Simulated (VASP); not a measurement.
Band structure of As (space group R-3m). Method: PBE GGA, VASP's PBE PAW potentials (set 64) (plane waves; VASP 6.6.1).

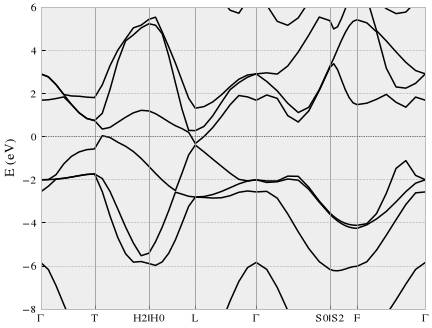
Figure: Bands along high-symmetry lines, zero at the valence-band maximum or, without a gap, the Fermi level

### Question
Read the plot: is there a gap, and where are the band edges?

### Answer
It has no gap at this level: it comes out as a metal or semimetal.

The structure is a typed As crystal (R-3m). The cell was not relaxed at this level.
